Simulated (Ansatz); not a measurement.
## Fields on a plane of Ti (hcp, Mg type)

```
Ti
1.0
    2.90086     0.00000     0.00000
   -1.45043     2.51222     0.00000
    0.00000     0.00000     4.59040
Ti
2
Direct
  0.33333   0.66667   0.75000
  0.66667   0.33333   0.25000
```

The slice is a (1 -1 0 0) plane (indices of the conventional cell) through the point (0.333, 0.667, 0.750) (fractional), spanned by u = [110] and v = [001] in vectors of this cell: u (2.90 Å) and v (4.59 Å, at 90° to u). It covers one period; positions are fractions (u, v).

Atoms on it: Ti at (0.00, 0.00). Other atoms lie within 1 Å of the plane.

All values below come from PBEsol (plane waves to 420 eV, PAW, scalar-relativistic; Ansatz, an electronic-structure program). k mesh 18×18×10. Inside the PAW spheres the values are not all-electron values, and peaks at nuclei hang on which shells count as valence. Ti is run without spin polarisation. Ti was relaxed with its symmetry unable to fall.

```
v \ u  0.00  0.13  0.27  0.40  0.53  0.67  0.80  0.93
-----  ----  ----  ----  ----  ----  ----  ----  ----
0.88    0.6   0.3  -0.4  -0.7  -0.7  -0.6   0.0   0.5
0.75   -0.6  -0.6  -0.7  -0.7  -0.7  -0.7  -0.7  -0.6
0.62   -0.7  -0.7  -0.6  -0.5  -0.5  -0.6  -0.7  -0.7
0.50   -0.6  -0.6  -0.5  -0.2  -0.1  -0.4  -0.6  -0.6
0.38   -0.7  -0.7  -0.6  -0.5  -0.5  -0.6  -0.7  -0.7
0.25   -0.6  -0.6  -0.7  -0.7  -0.7  -0.7  -0.7  -0.6
0.12    0.6   0.3  -0.4  -0.7  -0.7  -0.6   0.0   0.5
0.00    1.0   0.9   0.1  -0.6  -0.7  -0.4   0.6   1.0
```

Values: log₁₀ of the valence density in e/Å³. The scale is logarithmic, as a density can span decades between atoms and voids.

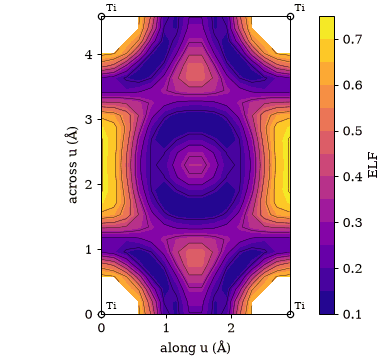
Fig. 1. Electron localisation function (ELF), one period of the plane, atoms marked. Points within 0.5 Å of a nucleus are left white, as the pseudised field means little there.

- Density on the Ti–Ti line (2.90 Å) at its midpoint = 0.20 e/Å³
- ELF at that point = 0.3
